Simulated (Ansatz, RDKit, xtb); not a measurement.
# Isomers of C6H4F3N, a sample narrowed down, part 2 of 2

A sample of isomers of C6H4F3N is drawn. Aim: find which of them has the lowest free energy at 298.15 K, then its properties. The sample is small against all isomers, and the most stable one of this formula need not be in it.

xtb, Ansatz and PySCF; isolated molecules. The steps go on from the part before.

## Step 7: Are they minima? Harmonic frequencies

The lowest few go on as finalists. In this search the thermal terms come from GFN2-xTB at its own nearest minimum. The first, c723a:

File start.xyz:

```xyz
14
c723a
C      0.316005     0.989495    -0.006252
C     -0.412044     0.836186     1.312682
C     -1.787219     0.617993     1.356090
C     -2.383281     0.487112     2.608875
C     -1.585012     0.579688     3.743926
C     -0.215882     0.800654     3.578157
F     -0.528498     0.887113    -1.039771
F      1.248718     0.051416    -0.154013
F      0.914884     2.175152    -0.091569
N      0.359810     0.926396     2.389371
H     -2.367684     0.553504     0.435479
H     -3.458757     0.314913     2.694042
H     -2.009988     0.483200     4.745076
H      0.442324     0.878955     4.450596
```

Started as:

```console
xtb start.xyz --gfn 2 --ohess tight
```

Output, shortened:

```text
* xtb version 6.7.1
[...]
          :  # basis functions                  44          :
[...]
          :  # electrons                        54          :
[...]
          :  Hamiltonian                  GFN2-xTB          :
[...]
          :  net charge                          0          :
          :  unpaired electrons                  0          :
[...]
   *** convergence criteria satisfied after 11 iterations ***
[...]
   *** GEOMETRY OPTIMIZATION CONVERGED AFTER 6 ITERATIONS ***
[...]
   *** convergence criteria satisfied after 3 iterations ***
[...]
         ::                     SUMMARY                     ::
         :::::::::::::::::::::::::::::::::::::::::::::::::::::
         :: total energy             -31.997327940241 Eh    ::
         :: gradient norm              0.000087289912 Eh/a0 ::
         :: HOMO-LUMO gap              3.158581460326 eV    ::
         ::.................................................::
         :: SCC energy               -32.312164549012 Eh    ::
         :: -> isotropic ES            0.049050059894 Eh    ::
         :: -> anisotropic ES          0.000141499487 Eh    ::
         :: -> anisotropic XC         -0.004004258789 Eh    ::
         :: -> dispersion             -0.010912665851 Eh    ::
         :: repulsion energy           0.314836608772 Eh    ::
         :: add. restraining           0.000000000000 Eh    ::
         :: total charge               0.000000000000 e     ::
         :::::::::::::::::::::::::::::::::::::::::::::::::::::
[...]
        27        2.0000           -0.4038666             -10.9898 (HOMO)
        28                         -0.2877909              -7.8312 (LUMO)
[...]
molecular dipole:
                 x           y           z       tot (Debye)
 q only:       -1.151      -0.220       1.321
   full:       -1.545      -0.284       1.379       5.313
molecular quadrupole (traceless):
[...]
          | TOTAL ENERGY              -31.997327940241 Eh   |
          | TOTAL ENTHALPY            -31.899052078554 Eh   |
          | TOTAL FREE ENERGY         -31.942588936741 Eh   |
          | GRADIENT NORM               0.000087318930 Eh/α |
[...]
```

It took 1.1 s on 2 threads of Intel Xeon at 2.50GHz (Skylake/Cascade Lake), shared host; peak memory 0.11 GiB.

## Step 8: Thermal terms of the finalists

As xtb prints them, at 298.15 K, with its own treatment of low modes:

```
label            SMILES     spin  lowest mode (cm⁻¹)  zero-point (kcal/mol)  G − E (kcal/mol)
c723a  FC(F)(F)c1ccccn1  singlet                   4                   55.9              34.3
c565a  FC(F)(F)c1cccnc1  singlet                  14                   55.9              34.7
c457a  FC(F)(F)c1ccncc1  singlet                  13                   55.9              34.7
```

## Step 9: Energies at the top level

Each finalist gets a single point at CCSD(T)/def2-SVP + MP2/def2-TZVPP - MP2/def2-SVP.

c723a, CCSD(T)/def2-SVP:

File input.yaml:

```yaml
crystal:
  periodic: [false, false, false]
  atoms:
    - {symbol: C, position_ang: [0.316005, 0.989495, -0.006252]}
    - {symbol: C, position_ang: [-0.412044, 0.836186, 1.312682]}
    - {symbol: C, position_ang: [-1.787219, 0.617993, 1.356090]}
    - {symbol: C, position_ang: [-2.383281, 0.487112, 2.608875]}
    - {symbol: C, position_ang: [-1.585012, 0.579688, 3.743926]}
    - {symbol: C, position_ang: [-0.215882, 0.800654, 3.578157]}
    - {symbol: F, position_ang: [-0.528498, 0.887113, -1.039771]}
    - {symbol: F, position_ang: [1.248718, 0.051416, -0.154013]}
    - {symbol: F, position_ang: [0.914884, 2.175152, -0.091569]}
    - {symbol: N, position_ang: [0.359810, 0.926396, 2.389371]}
    - {symbol: H, position_ang: [-2.367684, 0.553504, 0.435479]}
    - {symbol: H, position_ang: [-3.458757, 0.314913, 2.694042]}
    - {symbol: H, position_ang: [-2.009988, 0.483200, 4.745076]}
    - {symbol: H, position_ang: [0.442324, 0.878955, 4.450596]}
basis:
  gaussian: {orbitals: def2-SVP}
correlation: {method: ccsd_t, frozen_orbitals: {H: 0, C: 1, "N": 1, F: 1}}
```

Started as:

```console
ansatz run input.yaml --threads 2 --pin off --max-ram 5220MiB --events-out events.jsonl --progress --plain --runs-dir runs
```

Output, shortened:

```text
Warning: RAYON_NUM_THREADS=2 ignored (pool sized by the plan → 2); use --threads N
Functional definition: HF
  name "HF"
[...]
1614 factors; integrals over basis functions are off by at most 1.4e-3 eV
[...]
mean field -15833.24837162 eV, -581.8611454959 hartree, gradient 6.4e-6 eV, S^2 0.000000; 0 other end points of the search recorded, 0 dependent functions left out; unrestricted orbitals would lower it
10 core orbitals not correlated: weight in the atoms' cores, before any rotation towards them, 1.000 or more for the frozen orbitals, at most 0.000 for the correlated occupied ones
reference -15833.24837162 eV, -581.8611454959 hartree; 27, 27 occupied and 123, 123 virtual orbitals, 1614 factors
second order -40.13464583 eV of doubles, -0.00000000 eV of singles
cycle   1  -39.90193036 eV  change    2.3e-1 eV  update   1.5e-1
[...]
cycle   9  -41.12732695 eV  change   -8.2e-6 eV  update   3.9e-5
perturbative correction -1.40955509 eV, -0.0518001943 hartree
Total energy: -15875.78525367 eV, -583.4243470786 hartree
```

Wall time 3.9 min (2 threads of Intel Xeon at 2.50GHz (Skylake/Cascade Lake), shared host); peak memory 1.9 GiB.

## Step 10: c723a at MP2/def2-TZVPP

Edit input.yaml of step 9 so:

```diff
@@ -18,3 +18,8 @@
 basis:
-  gaussian: {orbitals: def2-SVP}
-correlation: {method: ccsd_t, frozen_orbitals: {H: 0, C: 1, "N": 1, F: 1}}
+  gaussian:
+    orbitals: def2-TZVPP
+magnetization:
+  spin_polarized: false
+correlation:
+  method: mp2
+  frozen_orbitals: {H: 0, C: 1, "N": 1, F: 1}
```

Started as:

```console
ansatz run input.yaml --threads 2 --pin off --max-ram 5220MiB --events-out events.jsonl --progress --plain --runs-dir runs
```

Output:

```text
Warning: RAYON_NUM_THREADS=2 ignored (pool sized by the plan → 2); use --threads N
[... 2 set-up lines as earlier in the session ...]
  exchange = exact_x
  correlation = 0
2323 factors; integrals over basis functions are off by at most 1.2e-3 eV
mean field evaluation 1: about -15845.2323 eV, gradient 5.4e1 eV
mean field evaluation 2: about -15845.7342 eV, gradient 5.4e1 eV
mean field evaluation 4: about -15851.8752 eV, gradient 5.7e0 eV
mean field evaluation 8: about -15851.9788 eV, gradient 4.4e-1 eV
mean field evaluation 16: about -15851.9799 eV, gradient 1.7e-6 eV
mean field -15851.97989945 eV, -582.5495164468 hartree, gradient 1.7e-6 eV, S^2 0.000000; 0 other end points of the search recorded, 0 dependent functions left out; unrestricted orbitals would lower it
10 core orbitals not correlated: weight in the atoms' cores, before any rotation towards them, 1.000 or more for the frozen orbitals, at most 0.000 for the correlated occupied ones
reference -15851.97989945 eV, -582.5495164468 hartree; 27, 27 occupied and 329, 329 virtual orbitals, 2323 factors
second order -50.80699733 eV of doubles, -0.00000000 eV of singles
Total energy: -15902.78689678 eV, -584.4166391606 hartree
```

Run time: 66 s. Hardware: 2 threads of Intel Xeon at 2.50GHz (Skylake/Cascade Lake), shared host; peak memory 1.5 GiB.

## Step 11: c565a at CCSD(T)/def2-SVP

File input.yaml:

```yaml
crystal:
  periodic: [false, false, false]
  atoms:
    - symbol: C
      position_ang: [0.074301, 1.683767, -0.281169]
    - symbol: C
      position_ang: [-0.277478, 0.631304, 0.731285]
    - symbol: C
      position_ang: [-0.871840, -0.565094, 0.333619]
    - symbol: C
      position_ang: [-1.135676, -1.524545, 1.303813]
    - symbol: C
      position_ang: [-0.792986, -1.242677, 2.626857]
    - symbol: C
      position_ang: [0.019138, 0.815241, 2.083801]
    - symbol: F
      position_ang: [0.087522, 2.903668, 0.259333]
    - symbol: F
      position_ang: [1.285578, 1.470048, -0.806320]
    - symbol: F
      position_ang: [-0.795887, 1.695403, -1.295365]
    - symbol: "N"
      position_ang: [-0.231500, -0.100422, 3.012544]
    - symbol: H
      position_ang: [-1.127284, -0.733329, -0.714894]
    - symbol: H
      position_ang: [-1.602236, -2.476440, 1.043308]
    - symbol: H
      position_ang: [-0.987155, -1.980121, 3.414150]
    - symbol: H
      position_ang: [0.473734, 1.752702, 2.421399]
basis:
  gaussian:
    orbitals: def2-SVP
correlation:
  method: ccsd_t
  frozen_orbitals: {H: 0, C: 1, "N": 1, F: 1}
```

Started as:

```console
ansatz run input.yaml --threads 2 --pin off --max-ram 5220MiB --events-out events.jsonl --progress --plain --runs-dir runs
```

Output, shortened:

```text
Warning: RAYON_NUM_THREADS=2 ignored (pool sized by the plan → 2); use --threads N
[... 2 set-up lines as earlier in the session ...]
[...]
1612 factors; integrals over basis functions are off by at most 1.4e-3 eV
[...]
mean field -15833.22838158 eV, -581.8604108754 hartree, gradient 8.1e-7 eV, S^2 0.000000; 0 other end points of the search recorded, 0 dependent functions left out; unrestricted orbitals would lower it
10 core orbitals not correlated: weight in the atoms' cores, before any rotation towards them, 1.000 or more for the frozen orbitals, at most 0.000 for the correlated occupied ones
reference -15833.22838158 eV, -581.8604108754 hartree; 27, 27 occupied and 123, 123 virtual orbitals, 1612 factors
second order -40.10894758 eV of doubles, -0.00000000 eV of singles
cycle   1  -39.89027640 eV  change    2.2e-1 eV  update   1.5e-1
[...]
cycle   9  -41.12294606 eV  change   -3.3e-6 eV  update   4.9e-5
perturbative correction -1.41188863 eV, -0.0518859503 hartree
Total energy: -15875.76321627 eV, -583.4235372193 hartree
```

Run time: 4 min. Hardware: 2 threads of Intel Xeon at 2.50GHz (Skylake/Cascade Lake), shared host; peak memory 1.9 GiB.

For c723a, c565a, c457a the log finds that unrestricted Hartree-Fock orbitals lie lower, a sign to watch the closed-shell reference there.

## Step 12: Free energies and the winner

Energies in kcal/mol from c723a; G adds the thermal terms to the CCSD(T)/def2-SVP + MP2/def2-TZVPP - MP2/def2-SVP energy. The columns left of the relaxed level are at the tight-binding geometries.

```
label            SMILES     spin  GFN2-xTB  HF/STO-3G  r2SCAN-D4/def2-SVP  PBE0-D3(BJ)/def2-SVP  HF/def2-SVP  MP2/def2-SVP  CCSD(T)/def2-SVP + MP2/def2-TZVPP - MP2/def2-SVP    G  share at equilibrium     T1
c723a  FC(F)(F)c1ccccn1  singlet       0.0        0.0                 0.0                   0.0          0.0           0.0                                               0.0  0.0                61.2 %  0.012
c565a  FC(F)(F)c1cccnc1  singlet      -1.2        0.1                -0.2                   0.5          0.5           1.1                                               0.2  0.6                22.4 %  0.012
c457a  FC(F)(F)c1ccncc1  singlet      -0.9        0.2                 0.1                   0.8          1.3           0.8                                               0.4  0.8                16.4 %  0.012
```

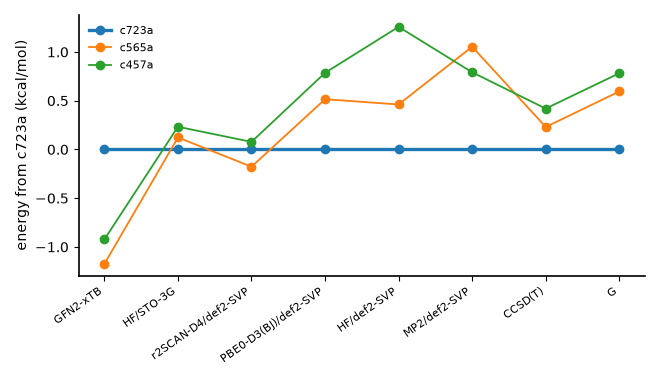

The finalists at each level, measured from c723a.

Lowest found: c723a, `FC(F)(F)c1ccccn1`, a singlet. Bond lengths: C1–C2 1.514 Å, C2–C3 1.393 Å, C3–C4 1.394 Å, C4–C5 1.391 Å, C5–C6 1.397 Å, C1–F7 1.339 Å, C1–F8 1.331 Å, C1–F9 1.331 Å, C2–N10 1.328 Å, C6–N10 1.327 Å, C3–H11 1.090 Å, C4–H12 1.092 Å, C5–H13 1.092 Å, C6–H14 1.096 Å. Some angles: C1–C2–C3 121.2°, C1–C2–N10 114.8°, C3–C2–N10 124.0°, C2–C1–F7 111.2°, C2–C1–F8 111.2°, C2–C1–F9 111.2°, F7–C1–F8 107.6°, F7–C1–F9 107.6°, F8–C1–F9 107.8°, C2–C3–C4 117.7°.

```xyz
14

C     0.3160    0.9895   -0.0063
C    -0.4120    0.8362    1.3127
C    -1.7872    0.6180    1.3561
C    -2.3833    0.4871    2.6089
C    -1.5850    0.5797    3.7439
C    -0.2159    0.8007    3.5782
F    -0.5285    0.8871   -1.0398
F     1.2487    0.0514   -0.1540
F     0.9149    2.1752   -0.0916
N     0.3598    0.9264    2.3894
H    -2.3677    0.5535    0.4355
H    -3.4588    0.3149    2.6940
H    -2.0100    0.4832    4.7451
H     0.4423    0.8790    4.4506
```

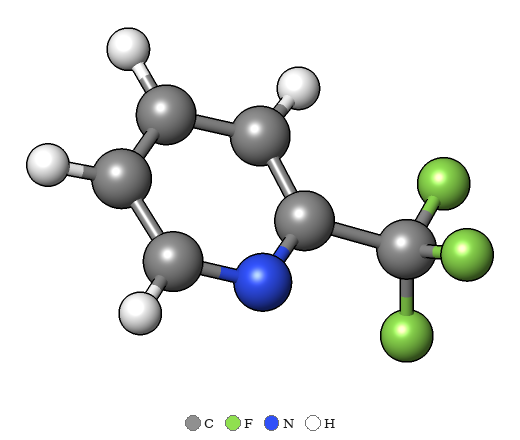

The lowest structure found, seen from a chosen angle (carbon grey, fluorine green, nitrogen blue, hydrogen white).

## Step 13: Outcome

This closing draws on all 2 parts.

| quantity | value |
| --- | --- |
| lowest structure found | FC(F)(F)c1ccccn1, singlet |
| next finalist | FC(F)(F)c1cccnc1, singlet, 0.6 kcal/mol higher in G |
| share at equilibrium, among the finalists | 61.2 % |
| funnel | 3 starts, 3 minima at GFN2-xTB from these starts (6 with those found later), 6 screening runs, 3 relaxed, 3 ranked |
| CPU time of all runs | 51 min |

**Reading.** `FC(F)(F)c1ccccn1` comes out lowest. Its margin of 0.6 kcal/mol is inside the likely error of CCSD(T)/def2-SVP + MP2/def2-TZVPP - MP2/def2-SVP with harmonic terms (about 1.5 kcal/mol), so the order of the first two is not settled. HF/STO-3G, PBE0-D3(BJ)/def2-SVP, HF/def2-SVP and MP2/def2-SVP already put its bonding pattern lowest among the structures in one piece; GFN2-xTB and r2SCAN-D4/def2-SVP favour the singlet FC(F)(F)c1cccnc1. The largest share of the time went into the final energies (59 % of the CPU time that the search's summary counts). Lowest found is not proven lowest: the search is finite, and each finalist counts with one conformer. Only 3 drawn patterns were tried, so whole families of isomers are missing, and the result ranks this sample alone. The lowest isomer need not be the one that is made and kept in a bottle, which depends on barriers.
